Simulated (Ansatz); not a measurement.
## Electronic structure of AlBrH2···HCl in real space

The calculation's input:

```
crystal:
  periodic: [false, false, false]
  atoms:
    - { symbol: Al, position_ang: [0.0, 0.0, 0.0] }
    - { symbol: Cl, position_ang: [0.0, 0.0, 2.58] }
    - { symbol: H, position_ang: [1.351, 0.0, -0.78] }
    - { symbol: H, position_ang: [-1.351, 0.0, -0.78] }
    - { symbol: Br, position_ang: [0.1133, -2.5693, 0.8545] }
    - { symbol: H, position_ang: [0.0643, -1.4586, 2.1423] }
basis:
  gaussian: { orbitals: def2-SVP }
hamiltonian:
  xc: pbe0
relax:
  f_tol: 0.15
  max_steps: 25
  restrain:
    - { distance: [0, 4], at: 2.41, k: 30.0 }
    - { distance: [5, 1], at: 1.37, k: 30.0 }
    - { distance: [0, 1], at: 3.43, k: 30.0 }
    - { distance: [5, 4], at: 2.75, k: 30.0 }
output:
  orbitals: {}
```

Run with:

```sh
ansatz run input.yaml --threads 1 --pin off --max-ram 2048MiB --backend cpu --events-out ev --progress --plain --runs-dir out
```

The fields are those of the run's last geometry, not of the input's.

Not at a stationary point (largest force 1.2 eV/Å).

The calculation used RKS PBE0/def2-SVP in Ansatz 0.2.0.

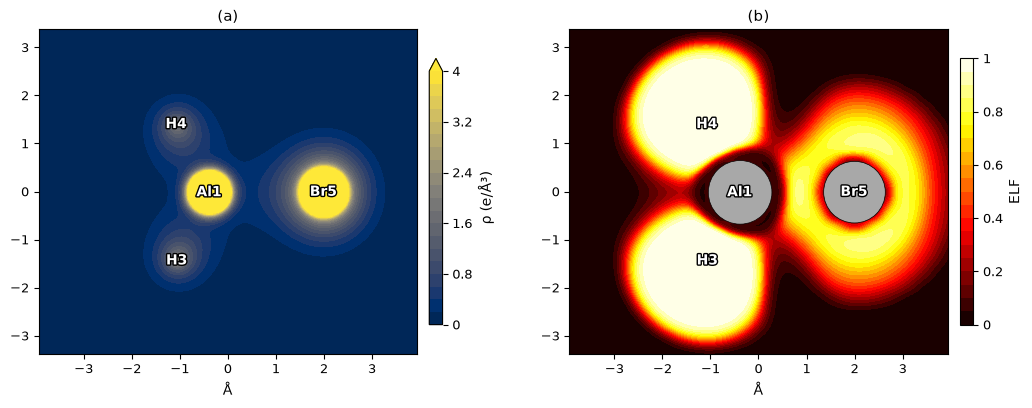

Figure 1. (a) total electron density; (b) ELF on the plane of atoms H3, Al1 and Br5. Grey discs cover the atomic cores in the ELF map.

Q: Interpret the plot.

A: Atoms in the plane: Al, H and Br.
Al–Br (2.38 Å): the density is about 0.54 e/Å³ at the midpoint; the ELF peaks at about 0.85 in the valence shell of Br, 1.2 Å from its nucleus, and is about 0.85 at the midpoint.
Al–H (1.58 Å): ρ at the midpoint is about 0.56 e/Å³; the ELF climbs to about 1 towards the hydrogen.
The ELF also peaks beside Br5, away from the bonds: lone-pair regions.

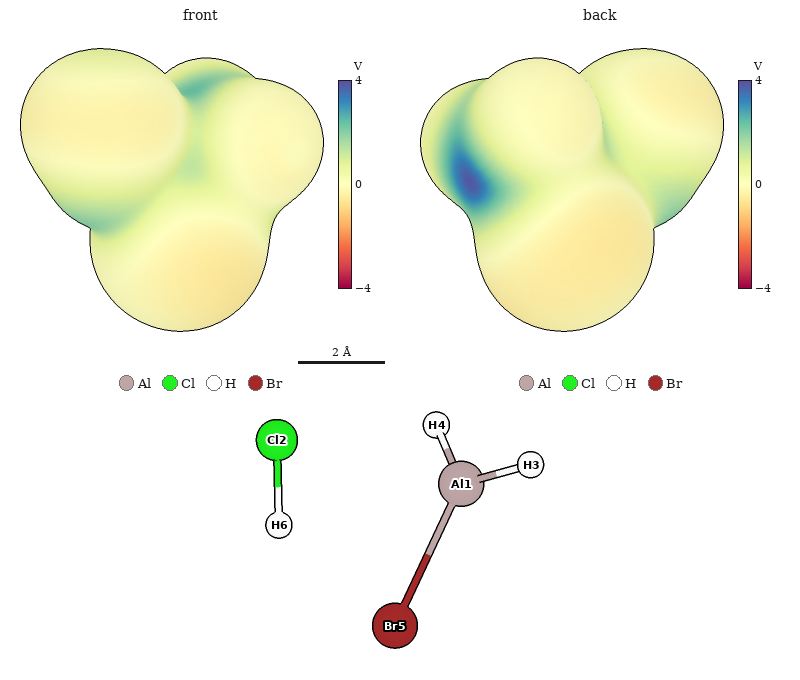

Figure 2. The electrostatic potential painted on the density surface at 0.002 e/bohr³, seen from the front and from behind; the colour scale runs from red (negative) to blue (positive). The bare structure is drawn below in the same view.

Q: Where is the surface potential most negative and most positive?

A: The most negative region (about −0.5 V, or −12 kcal/mol for a unit charge) lies over Br5, the most positive (about +3.6 V, or +83 kcal/mol for a unit charge) over Al1.

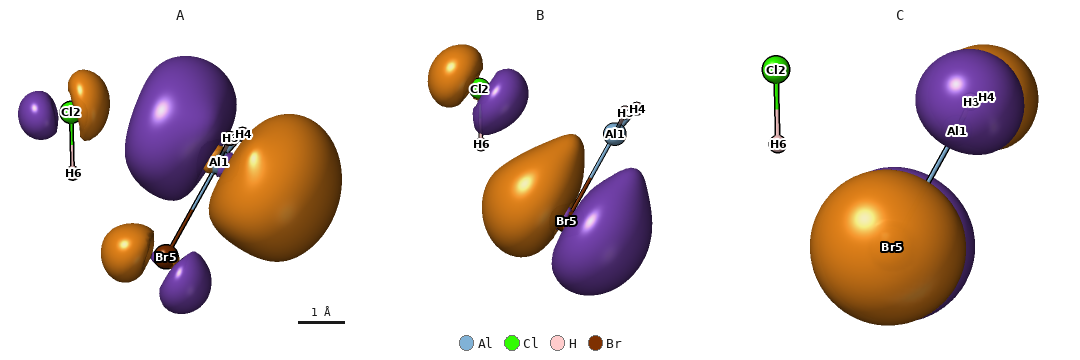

Figure 3. Three frontier orbitals at ±0.08 Å⁻³ᐟ² (orange and purple are the two phases), in no order.

Q: Order the three orbitals by energy and name them.

A: B is the HOMO−1 (−8.62 eV). By Hirshfeld shares it lies mainly on Br5 (about 85 %) and Cl2 (about 10 %); largely a lone pair of Br5. C is the HOMO (−8.21 eV). It lies mainly on Br5 (about 75 %), H3 (about 5 %) and H4 (about 5 %); largely a lone pair of Br5. A is the LUMO (−1.65 eV). By Hirshfeld shares it lies mainly on Al1 (about 75 %), Br5 (about 10 %) and Cl2 (about 5 %).

Q: What is the HOMO–LUMO gap?

A: 6.56 eV between the orbital energies.
